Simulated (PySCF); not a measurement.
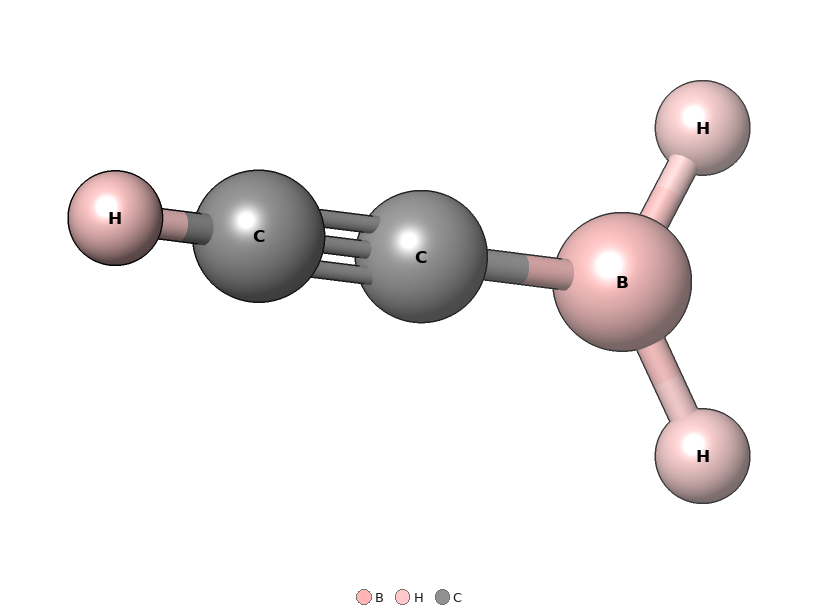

Orthographic view. Distant atoms are faded towards the background colour. Computed geometry: PBE0-D3(BJ)/def2-SVP optimisation. No frequency run is at hand to confirm it as a minimum.

Q: Give the standard InChI.

A: InChI=1S/C2H3B/c1-2-3/h1H,3H2
